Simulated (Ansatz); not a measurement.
How methods differ on CH5B (BH2Me)

The species is CH5B (7 atoms), meant as a singlet with charge 0. SMILES: `[H]B([H])C`. Geometry: relaxed at GFN2-xTB.

```tsv
atom	x (Å)	y (Å)	z (Å)
B	0.4448	0.7811	0.0063
H	1.6149	0.7823	0.0090
H	-0.1297	1.7981	-0.0614
C	-0.3372	-0.5740	0.0397
H	-0.4056	-0.9294	-0.9911
H	-1.3583	-0.4963	0.4055
H	0.1709	-1.3619	0.5920
```

Each level gives the energy change with the B1–H2 bond stretched from 1.170 to 2.925 Å (eV). The values are calculated.

```
                       level                    kind  program  value (eV)  less FCI/STO-3G  CPU time (all runs)
   B3LYP/STO-3G (restricted)           global hybrid   Ansatz        7.52            +2.03                1.7 s
    PBE0/STO-3G (restricted)           global hybrid   Ansatz        7.83            +2.34                1.6 s
 wB97M-V/STO-3G (restricted)  range-separated hybrid   Ansatz        8.16            +2.67                 27 s
  B2PLYP/STO-3G (restricted)           double hybrid   Ansatz        7.36            +1.87                2.1 s
 RPA@PBE/STO-3G (restricted)                     RPA   Ansatz        6.43            +0.94                2.4 s
CCSDT(Q)/STO-3G (restricted)   coupled cluster or CI   Ansatz        5.50            +0.01               0.41 s
   CCSDT/STO-3G (restricted)   coupled cluster or CI   Ansatz        5.50            +0.01               0.35 s
  CCSDTQ/STO-3G (restricted)   coupled cluster or CI   Ansatz        5.49             0.00                6.3 s
                  FCI/STO-3G      exact in the basis   Ansatz        5.49             0.00                 22 s
```

FCI/STO-3G is exact within its basis and frozen core, so for wave-function methods in that basis the difference is their error; functionals converge differently with the basis, so for them it is only a difference. The first shape isn't each level's own minimum. The values span 5.49 to 8.16 eV. All rows use very small basis sets, so none should be taken for the real molecule's value. Times are those of the runs behind each value, whatever else they computed, on shared processors of several kinds: orders of magnitude only.

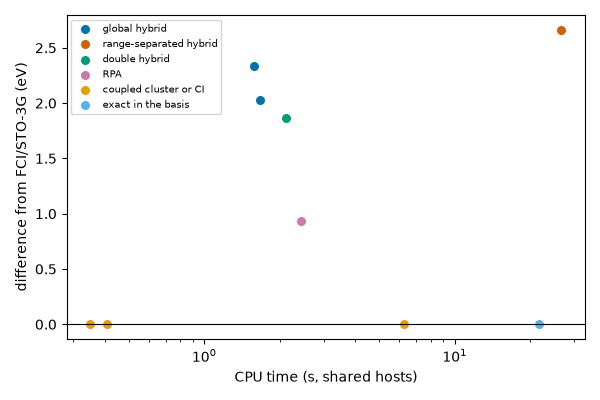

Difference from FCI/STO-3G against processor time, one point a level.
